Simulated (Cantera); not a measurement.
Input: 1 mol Ca(OH)₂, 6.3 mol CO₂, at 810 Pa.

Cantera equilibrium calculation (NASA polynomials, part measured and part estimated; ideal gas, pure solids and liquids). Candidate condensed phases: C, C₆H₆, C₇H₈, C₈H₁₈, Ca, CaCO₃, CaO, Ca(OH)₂, H₂O; 115 gas species. Equilibrium is a limit: real reactors are often held back by kinetics, nucleation or transport.

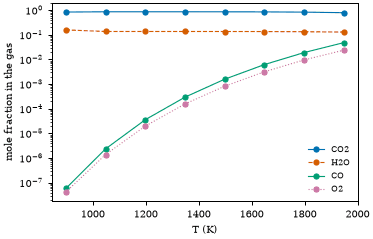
Equilibrium gas composition (values under 1e-9 drawn at 1e-9)

Read off the mole fractions at 1648 K.

CO₂ about 0.85, H₂O about 0.14, CO about 0.0062, O₂ about 0.0032.
